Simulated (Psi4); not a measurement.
**[AlF4]− (fluoroaluminate): MP3/6-311+G(d,p)**

Aim: the vertical ionisation energy of [AlF4]− (fluoroaluminate) at MP3/6-311+G**, from 2 runs. 

The results are computed with Psi4 1.11.

1 further run of the same task is left out (set aside as unsound or not needed).

## (1) Starting point

The species is [AlF4]− (5 atoms), meant as a singlet with charge -1. As SMILES, `[F][Al-]([F])([F])[F]`. The coordinates come from a PBE0-D4/def2-TZVPD relaxation.

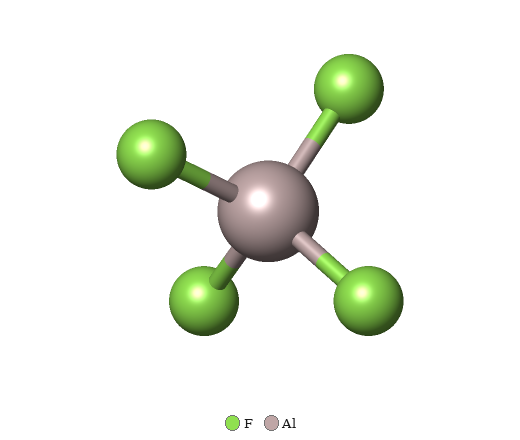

The structure, seen from a chosen angle (fluorine green, aluminium light grey).

## (2) A single-point energy at MP3/6-311+G(d,p)

calc.in reads:

```
memory 2200 mb

molecule {
  -1 1
  F
  Al 1 1.688887
  F 2 1.688882 1 109.4705
  F 2 1.688892 3 109.47011 1 119.99963
  F 2 1.688837 3 109.47053 4 120.00065
  symmetry c1
  no_reorient
  no_com
}

set {
  puream true
  e_convergence 1e-09
  d_convergence 1e-08
  scf_type pk
  num_frozen_docc 9
  mp_type conv
}

energy("mp3/6-311+G**")
```

Command:

```bash
$ psi4 -n 1 calc.in calc.out
```

calc.out:

```text
[...]
  Running in c1 symmetry.
[...]
  Nuclear repulsion =  239.890503312366150
[...]
  Multiplicity = 1
[...]
  Nalpha       = 25
  Nbeta        = 25
[...]
    Number of basis functions: 118
[...]
   @RHF iter   1:  -640.01732962076767   -1.85036e+00   6.40014e-03 DIIS/ADIIS
[...]
   @RHF iter   9:  -640.19154140226465   -1.45519e-11   9.99417e-09 DIIS
[...]
    Orbital Energies [Eh]
    ---------------------
    Doubly Occupied:
       1A    -58.303588     2A    -26.055329     3A    -26.055323
       4A    -26.055321     5A    -26.055312     6A     -4.710928
       7A     -3.029016     8A     -3.029015     9A     -3.029015
      10A     -1.352743    11A     -1.335353    12A     -1.335343
      13A     -1.335341    14A     -0.517955    15A     -0.468785
      16A     -0.468781    17A     -0.468780    18A     -0.437207
      19A     -0.437207    20A     -0.425415    21A     -0.425414
      22A     -0.425413    23A     -0.403110    24A     -0.403109
      25A     -0.403105
[...]
  @RHF Final Energy:  -640.19154140226465
   => Energetics <=
    Nuclear Repulsion Energy =            239.8905033123661497
    One-Electron Energy =               -1386.2322726737379526
    Two-Electron Energy =                 506.1502279591072693
    Total Energy =                       -640.1915414022646473
[...]
 Multipole Moments:
 ------------------------------------------------------------------------------------
     Multipole            Electronic (a.u.)      Nuclear  (a.u.)        Total (a.u.)
 ------------------------------------------------------------------------------------
 L = 1.  Multiply by 2.5417464519 to convert [e a0] to [Debye]
 Dipole X            :          0.0000723            0.0000038            0.0000761
 Dipole Y            :          0.0000908            0.0000066            0.0000974
 Dipole Z            :          0.0000156            0.0000005            0.0000161
 Magnitude           :                                                    0.0001247
[...]
	SCS-MP2 Total Energy (a.u.)        :  -641.06594304472389
	SOS-MP2 Total Energy (a.u.)        :  -641.04799480748613
[...]
	SOS-PI-MP2 Total Energy (a.u.)     :  -641.11387583865701
[...]
	MP2 Total Energy (a.u.)            :  -641.10183951919919
[...]
	SCS-MP3 Total Energy (a.u.)        :  -641.06010015216214
[...]
	MP3 Total Energy (a.u.)            :  -641.07846794895215
[...]
```

It took 39 s on 1 thread of Intel Xeon Platinum 8175M at 2.50GHz (Skylake/Cascade Lake), shared host; peak memory 1.4 GiB.

## (3) Doublet neutral AlF4

calc.py reads:

```python
import psi4

psi4.set_memory('2200 MB')
psi4.set_num_threads(1)
psi4.set_output_file('run.log', False)

mol = psi4.geometry("""
0 2
F     -0.101500    -0.294000     1.660000
Al     0.000000     0.000000     0.000000
F     -1.343000     0.895800    -0.496200
F      0.034500    -1.469900    -0.831000
F      1.409900     0.868100    -0.332800
units angstrom
symmetry c1
""")

options = {'basis': '6-311+G**', 'reference': 'uhf', 'puream': True, 'e_convergence': 1e-09, 'd_convergence': 1e-08, 'scf_type': 'pk', 'num_frozen_docc': 9, 'maxiter': 100, 'mp_type': 'conv'}
psi4.set_options(options)

E = psi4.energy('mp3')
print(f'total energy {E:.8f} hartree = {E * 27.211386:.5f} eV')
```

Command:

```bash
$ python calc.py
```

run.log:

```text
[...]
  Running in c1 symmetry.
[...]
  Nuclear repulsion =  239.890506033856099
[...]
  Multiplicity = 2
[...]
  Nalpha       = 25
  Nbeta        = 24
[...]
    Number of basis functions: 118
[...]
   @UHF iter   1:  -639.74439564315401   -1.57743e+00   4.50231e-03 ADIIS/DIIS
[...]
   @UHF iter  39:  -639.84878572092543   -2.09184e-11   6.50180e-09 DIIS
[...]
   @S^2 Observed:                8.144250147E-01
[...]
    Orbital Energies [Eh]
    ---------------------
    Alpha Occupied:
       1A    -58.576737     2A    -26.412527     3A    -26.412524
       4A    -26.412515     5A    -26.254268     6A     -4.983089
       7A     -3.301600     8A     -3.301600     9A     -3.300342
      10A     -1.698785    11A     -1.687371    12A     -1.687366
      13A     -1.535724    14A     -0.830281    15A     -0.816114
      16A     -0.816110    17A     -0.786830    18A     -0.781356
      19A     -0.781352    20A     -0.770376    21A     -0.750656
      22A     -0.750651    23A     -0.657266    24A     -0.617257
      25A     -0.617257
    Alpha Virtual:
[...]
  @UHF Final Energy:  -639.84878572092543
   => Energetics <=
    Nuclear Repulsion Energy =            239.8905060338560986
    One-Electron Energy =               -1372.2055003269360896
    Two-Electron Energy =                 492.4662085721545850
    Total Energy =                       -639.8487857209254344
  UHF NO Occupations:
  HONO-2 :   23  A 1.9845603
  HONO-1 :   24  A 1.9845593
[...]
 Multipole Moments:
 ------------------------------------------------------------------------------------
     Multipole            Electronic (a.u.)      Nuclear  (a.u.)        Total (a.u.)
 ------------------------------------------------------------------------------------
 L = 1.  Multiply by 2.5417464519 to convert [e a0] to [Debye]
 Dipole X            :         -0.7430898            0.0000076           -0.7430822
 Dipole Y            :         -0.4576133            0.0000000           -0.4576133
 Dipole Z            :          0.1754396           -0.0000000            0.1754396
 Magnitude           :                                                    0.8901462
[...]
	SCS-MP2 Total Energy (a.u.)        :  -640.73215794533610
	SOS-MP2 Total Energy (a.u.)        :  -640.71087041985436
[...]
	SOS-PI-MP2 Total Energy (a.u.)     :  -640.77718462746429
[...]
	MP2 Total Energy (a.u.)            :  -640.77473299629969
[...]
	SCS-MP3 Total Energy (a.u.)        :  -640.72471231348300
[...]
	MP3 Total Energy (a.u.)            :  -640.74495046888728
[...]
```

The script printed:

```text
total energy -640.74495047 hartree = -17435.55817 eV
```

Run time: 1.7 min. Hardware: 1 thread of Intel Xeon Platinum 8175M at 2.50GHz (Skylake/Cascade Lake), shared host; peak memory 1.4 GiB.

## (4) Results

Level: MP3/6-311+G**, 9 core orbitals frozen.

| quantity | value |
| --- | --- |
| singlet [AlF4]−: total energy | -641.07847 Eh |
| singlet [AlF4]−: HOMO energy (Hartree–Fock orbitals) | -10.97 eV |
| singlet [AlF4]−: LUMO energy (Hartree–Fock orbitals) | 4.92 eV |
| singlet [AlF4]−: HOMO–LUMO gap (to an unbound level, set by the basis) | 15.89 eV |
| singlet [AlF4]−: correlation energy (9 core orbitals frozen) | -886.9 mEh |
| doublet neutral AlF4: total energy | -640.74495 Eh |
| doublet neutral AlF4: HOMO energy (Hartree–Fock orbitals) (highest over α and β) | -14.37 eV |
| doublet neutral AlF4: LUMO energy (Hartree–Fock orbitals) (lowest over α and β) | -7.80 eV |
| doublet neutral AlF4: correlation energy (9 core orbitals frozen) | -896.2 mEh |
| doublet neutral AlF4: ⟨S²⟩ of the reference determinant | 0.814 |
| vertical detachment energy (to the doublet neutral) | 9.075 eV |

What this shows: Removing an electron at fixed nuclei costs 9.08 eV (876 kJ/mol).
